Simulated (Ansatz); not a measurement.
**C2H5AlClF: basis-set convergence**

How large a basis does C2H5AlClF need? Two functionals are run in growing sets.

The runs use Ansatz 0.2.0, Gaussian basis; one geometry, several basis sets.

The runs, in order: PBE0-D4/def2-SVP; ωB97M-V/def2-SVP; PBE0-D4/def2-QZVPP; ωB97M-V/def2-QZVPP; the functionals' def2-TZVPP values are taken from earlier runs.

**1. Structure used throughout**

The geometry comes from an earlier relaxation with PBE0-D4 in a triple-zeta def2 set; it is a stationary point, not always the lowest conformer.

10 atoms, charge 0, spin multiplicity 1.

Atoms are counted from 1 here; the program's logs count them from 0.

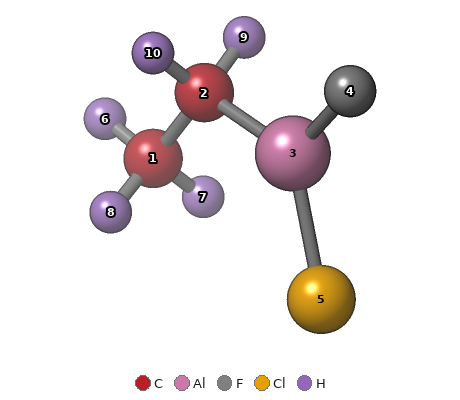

The geometry (carbon red, aluminium pink, fluorine grey, chlorine amber, hydrogen purple); atoms are numbered from 1 in the order of the file.

**2. PBE0-D4 in def2-SVP**

in.yaml

```yaml
crystal:
  periodic: [false, false, false]
  atoms:
    - {symbol: C, position_ang: [-0.547496, 0.774727, 0.923110]}
    - {symbol: C, position_ang: [0.622599, 0.321582, 0.051580]}
    - {symbol: Al, position_ang: [0.266129, -1.164722, -1.140240]}
    - {symbol: F, position_ang: [1.452632, -1.781064, -2.099355]}
    - {symbol: Cl, position_ang: [-1.611112, -2.071472, -1.291668]}
    - {symbol: H, position_ang: [-0.268917, 1.619110, 1.559500]}
    - {symbol: H, position_ang: [-1.403678, 1.087074, 0.320925]}
    - {symbol: H, position_ang: [-0.898465, -0.026256, 1.577774]}
    - {symbol: H, position_ang: [0.987748, 1.149423, -0.569080]}
    - {symbol: H, position_ang: [1.483559, 0.040397, 0.670455]}
basis:
  gaussian: {orbitals: def2-SVP}
hamiltonian: {xc: pbe0, dispersion: d4}
output: {orbitals: {seedname: orbitals}}
```

On the command line:

```bash
$ ansatz run in.yaml --threads 4 --pin off --events-out ev --progress --plain --max-ram 10444MiB
```

What it wrote:

```text
Functional definition: PBE0
  name "PBE0"
  cite "Adamo & Barone, J. Chem. Phys. 110, 6158 (1999) doi:10.1063/1.478522"
  cite "Perdew, Burke & Ernzerhof, Phys. Rev. Lett. 77, 3865 (1996) doi:10.1103/PhysRevLett.77.3865"
  parent pbe
  parameter a = 0.25
  parameter kappa = 0.804
  parameter beta = 0.06672455060314922
  exchange = (1 - a)*pbe_x(kappa = kappa, mu = beta*pi^2/3) + a*exact_x
  correlation = pbe_c(beta = beta)
994 factors; integrals over basis functions are off by at most 1.2e-3 eV
mean field evaluation 1: about -23966.4742 eV, gradient 5.8e1 eV
mean field evaluation 2: about -23961.5207 eV, gradient 7.6e1 eV
mean field evaluation 4: about -23973.9013 eV, gradient 2.9e0 eV
mean field evaluation 8: about -23974.1049 eV, gradient 4.1e-1 eV
mean field evaluation 16: about -23974.1053 eV, gradient 2.2e-5 eV
mean field -23974.10533901 eV, -881.0321209764 hartree, gradient 2.2e-5 eV, S^2 0.000000; 0 other end points of the search recorded, 0 dependent functions left out
reference -23974.10536893 eV, -881.0321220759 hartree; 28, 28 occupied and 75, 75 virtual orbitals, 994 factors
Total energy: -23974.27555919 eV, -881.0383764526 hartree
```

It took 0.5 s on 4 threads of AMD EPYC 9R45, shared host.

**3. ωB97M-V in def2-SVP**

in.yaml, as its differences from that of step 2:

```diff
@@ -15,3 +15,3 @@
   gaussian: {orbitals: def2-SVP}
-hamiltonian: {xc: pbe0, dispersion: d4}
+hamiltonian: {xc: {name: wB97M-V}}
 output: {orbitals: {seedname: orbitals}}
```

Launched as before.

What it wrote (excerpt; [...] marks lines left out):

```text
Functional definition: wB97M-V
  name "wB97M-V"
  cite "Mardirossian & Head-Gordon, J. Chem. Phys. 144, 214110 (2016) doi:10.1063/1.4952647"
  cite "Becke, J. Chem. Phys. 107, 8554 (1997) doi:10.1063/1.475007"
  cite "Vydrov & Van Voorhis, J. Chem. Phys. 133, 244103 (2010) doi:10.1063/1.3521275"
  # Of w^i u^j: cxij and so on, Table III.
[...]
  gx(w, u) = 1 - cx + cx01*u + cx10*w
  gss(w, u) = css00 + css04*u^4 + css10*w + css20*w^2 + css43*w^4*u^3
  gos(w, u) = cos00 + cos10*w + (cos20 + cos21*u)*w^2 + (cos60 + cos61*u)*w^6
[...]
      + integral(e_c_pw_mod_opposite_spin*gos(b97_w_opposite, b97_u_opposite)) + vv10(b, c)
994 factors; integrals over basis functions are off by at most 1.2e-3 eV
278 factors; integrals over basis functions are off by at most 7.6e-6 eV
[...]
mean field -23983.58770370 eV, -881.3805914512 hartree, gradient 1.0e-5 eV, S^2 0.000000; 0 other end points of the search recorded, 0 dependent functions left out
reference -23983.58775016 eV, -881.3805931588 hartree; 28, 28 occupied and 75, 75 virtual orbitals, 994 factors
Total energy: -23983.58775016 eV, -881.3805931588 hartree
```

Run time: 1.6 s. Hardware: 4 threads of AMD EPYC 9R45, shared host.

**4. PBE0-D4 in def2-QZVPP**

in.yaml, as its differences from that of step 3:

```diff
@@ -14,4 +14,4 @@
 basis:
-  gaussian: {orbitals: def2-SVP}
-hamiltonian: {xc: {name: wB97M-V}}
+  gaussian: {orbitals: "def2-QZVPP.json"}
+hamiltonian: {xc: pbe0, dispersion: d4}
 output: {orbitals: {seedname: orbitals}}
```

The command is unchanged.

What it wrote:

```text
Functional definition: PBE0
  name "PBE0"
  cite "Adamo & Barone, J. Chem. Phys. 110, 6158 (1999) doi:10.1063/1.478522"
  cite "Perdew, Burke & Ernzerhof, Phys. Rev. Lett. 77, 3865 (1996) doi:10.1103/PhysRevLett.77.3865"
  parent pbe
  parameter a = 0.25
  parameter kappa = 0.804
  parameter beta = 0.06672455060314922
  exchange = (1 - a)*pbe_x(kappa = kappa, mu = beta*pi^2/3) + a*exact_x
  correlation = pbe_c(beta = beta)
1618 factors; their error is unknown
mean field evaluation 1: about -23976.7612 eV, gradient 7.2e1 eV
mean field evaluation 2: about -23967.7146 eV, gradient 9.6e1 eV
mean field evaluation 4: about -23987.3718 eV, gradient 5.0e0 eV
mean field evaluation 8: about -23987.4165 eV, gradient 7.4e-2 eV
mean field evaluation 16: about -23987.4358 eV, gradient 3.7e-5 eV
mean field -23987.43576615 eV, -881.5220051379 hartree, gradient 3.7e-5 eV, S^2 0.000000; 0 other end points of the search recorded, 0 dependent functions left out
reference -23987.43580780 eV, -881.5220066686 hartree; 28, 28 occupied and 433, 433 virtual orbitals, 1618 factors
Total energy: -23987.60599806 eV, -881.5282610453 hartree
```

Run time: 3.1 s. Hardware: 4 threads of AMD EPYC 9R45, shared host; peak memory 1.7 GiB.

**5. ωB97M-V in def2-QZVPP**

in.yaml, as its differences from that of step 4:

```diff
@@ -15,3 +15,3 @@
   gaussian: {orbitals: "def2-QZVPP.json"}
-hamiltonian: {xc: pbe0, dispersion: d4}
+hamiltonian: {xc: {name: wB97M-V}}
 output: {orbitals: {seedname: orbitals}}
```

Launched as before.

What it wrote (excerpt; [...] marks lines left out):

```text
Functional definition: wB97M-V
  name "wB97M-V"
  cite "Mardirossian & Head-Gordon, J. Chem. Phys. 144, 214110 (2016) doi:10.1063/1.4952647"
  cite "Becke, J. Chem. Phys. 107, 8554 (1997) doi:10.1063/1.475007"
  cite "Vydrov & Van Voorhis, J. Chem. Phys. 133, 244103 (2010) doi:10.1063/1.3521275"
  # Of w^i u^j: cxij and so on, Table III.
[...]
  gx(w, u) = 1 - cx + cx01*u + cx10*w
  gss(w, u) = css00 + css04*u^4 + css10*w + css20*w^2 + css43*w^4*u^3
  gos(w, u) = cos00 + cos10*w + (cos20 + cos21*u)*w^2 + (cos60 + cos61*u)*w^6
[...]
      + integral(e_c_pw_mod_opposite_spin*gos(b97_w_opposite, b97_u_opposite)) + vv10(b, c)
1559 factors; their error is unknown
365 factors; integrals over basis functions are off by at most 1.9e-5 eV
[...]
mean field -23997.02606339 eV, -881.8744420610 hartree, gradient 2.7e-5 eV, S^2 0.000000; 0 other end points of the search recorded, 0 dependent functions left out
reference -23997.02613060 eV, -881.8744445310 hartree; 28, 28 occupied and 433, 433 virtual orbitals, 1559 factors
Total energy: -23997.02613060 eV, -881.8744445310 hartree
```

It took 7 s on 4 threads of AMD EPYC 9R45, shared host; peak memory 2 GiB.

**6. Density functionals: the series**

The def2-TZVPP values come from earlier runs at the same geometry.

| functional | basis | functions | energy (eV) | from the largest (eV) | HOMO (eV) | LUMO (eV) |
| --- | --- | --- | --- | --- | --- | --- |
| PBE0-D4 | def2-SVP | 103 | -23974.2756 | 13.330 | -8.36 | -0.42 |
| PBE0-D4 | def2-TZVPP | 247 | -23986.7411 | 0.865 | -8.41 | -0.55 |
| PBE0-D4 | def2-QZVPP | 461 | -23987.6060 | 0.000 | -8.42 | -0.69 |
| ωB97M-V | def2-SVP | 103 | -23983.5878 | 13.438 | -10.56 | 1.30 |
| ωB97M-V | def2-TZVPP | 247 | -23996.2017 | 0.824 | -10.62 | 1.03 |
| ωB97M-V | def2-QZVPP | 461 | -23997.0261 | 0.000 | -10.64 | 0.64 |

**7. Summary of results**

| quantity | value |
| --- | --- |
| PBE0-D4: double and triple zeta above quadruple | 13.33, 0.86 eV |
| ωB97M-V: double and triple zeta above quadruple | 13.44, 0.82 eV |

What this shows: PBE0-D4 gains 12.47 eV from double to triple zeta, then 0.86 eV more. Total energies overstate the basis error of differences, where much of it tends to cancel. The LUMO of ωB97M-V is positive and keeps falling with the basis (1.30 to 0.64 eV): an unbound level that the basis holds in place.

For PBE0-D4 the largest set took about 6 times as long as the smallest (3.1 s against 0.5 s).
